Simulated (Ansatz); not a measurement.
Frozen-phonon scan for ScCu (CsCl type)

ScCu (CsCl type)

```yaml
crystal:
  lattice:
    - [6.33192, 0.00000, 0.00000]
    - [3.16596, 3.16596, 0.00000]
    - [3.16596, 0.00000, 3.16596]
  atoms:
    - { symbol: Sc, position: [0.75000, 0.50000, 0.50000] }
    - { symbol: Sc, position: [0.25000, 0.50000, 0.50000] }
    - { symbol: Cu, position: [0.00000, 0.00000, 0.00000] }
    - { symbol: Cu, position: [0.50000, 0.00000, 0.00000] }
```

A phonon eigenvector at R = (0.5, 0.5, 0.5) is frozen into this cell: atom i moves by Q times the vector below, so Q is the largest atomic displacement, in Å. The cell is held. It is one choice among 3 degenerate patterns. (q is in reciprocal vectors of the primitive cell; the cell shown is doubled to hold the pattern.)

```json
[
 {"atom": "Cu3", "x": "0.000", "y": "0.000", "z": "1.000"},
 {"atom": "Cu4", "x": "0.000", "y": "0.000", "z": "-1.000"}
]
```

Atoms not listed stay in place.

Calculation: LDA (plane waves to 420 eV, PAW, scalar-relativistic; Ansatz, an electronic-structure program). k mesh 15×15×15 (Γ-centred), Fermi-Dirac smearing 0.05 eV. The energy includes the smearing's −TS. With partly filled bands, energies and forces of such displacements shift with the k mesh and the smearing. ScCu is run without spin polarisation. ScCu was relaxed with its symmetry unable to fall. The relaxed volume of ScCu is well below the measured one. The zero of ΔE is the undisplaced structure.

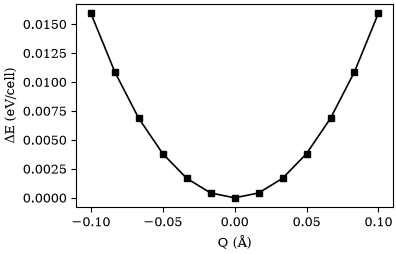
*ΔE (eV/cell) against Q (Å); one marker a computed point.*

The energy at Q = 0.100 Å comes out as 16.0 meV/cell. Harmonic wavenumber from the curvature (finite differences): 80 cm⁻¹. Symmetry of the curve: even: the same for both signs. Shape of the curve: a single well with its minimum at or next to zero displacement. Space group of the distorted cell: I4/mmm (No. 139), lowered from Pm-3m.

E″ = 3.01 eV/Å², M = Σ mᵢ|uᵢ|² = 127.1 u, ν̃ = 521.5·√(|E″|/M).

(For displaced atoms, the force is minus the slope of the energy, and its curvature is a force constant, which sets phonon frequencies.)
